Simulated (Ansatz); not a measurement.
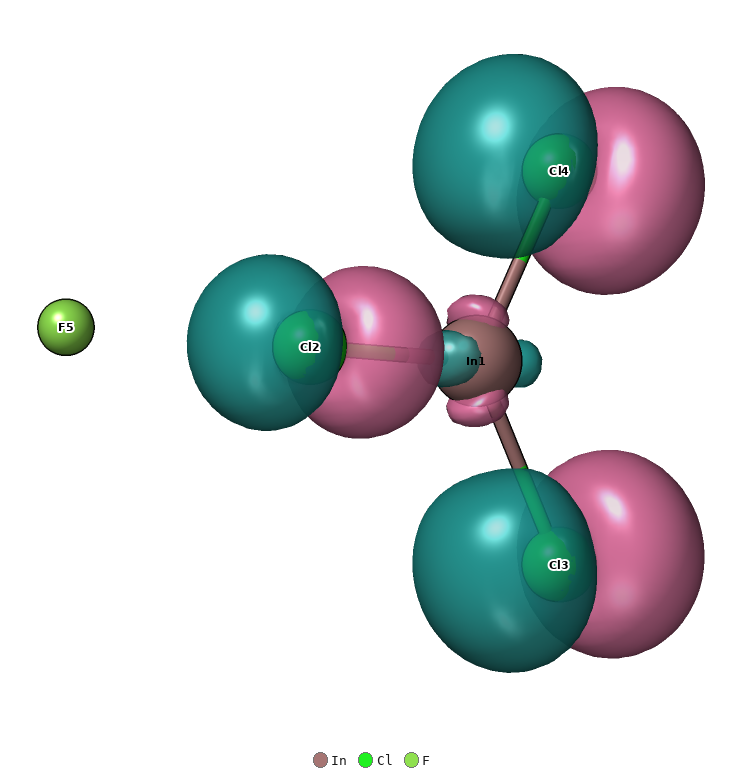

Figure 1: Cl₃In···F (doublet). The HOMO−1 (β) at ±0.1 Å⁻³ᐟ² (teal and pink are the two phases), seen at an oblique angle.

Core potentials replace the inner electrons of In.

Method: UHF/def2-SVP in Ansatz 0.2.0.

The calculation's input:

```
crystal:
  periodic: [false, false, false]
  atoms:
    - { symbol: In, position_ang: [-0.000294, -4.0e-06, -0.111541] }
    - { symbol: Cl, position_ang: [-0.001226, -5.5e-05, 2.295891] }
    - { symbol: Cl, position_ang: [2.036864, 1.3e-05, -1.225276] }
    - { symbol: Cl, position_ang: [-2.036637, 1.3e-05, -1.226812] }
    - { symbol: F, position_ang: [0.001293, 3.3e-05, 5.007738] }
magnetization:
  spin_polarized: true
  initial_magnetization: 1
basis:
  gaussian: { orbitals: def2-SVP }
hamiltonian:
  xc: hf
relax:
  f_tol: 0.03
  max_steps: 50
output:
  orbitals: {}
```

Launched as:

```sh
ansatz run input.yaml --threads 2 --pin off --max-ram 3072MiB --backend cpu --events-out ev --progress --plain --runs-dir out
```

The fields are those of the run's last geometry, not of the input's.

Q: What is the character of this orbital?

A: It lies mainly on Cl3 (about 40 %), Cl4 (about 40 %), Cl2 (about 15 %) and In1 (about 10 %); it is symmetric in the molecular plane (an in-plane orbital: σ, lone-pair or in-plane π type); largely a combination of lone pairs on Cl3, Cl4 and Cl2. Its energy is −12.68 eV.
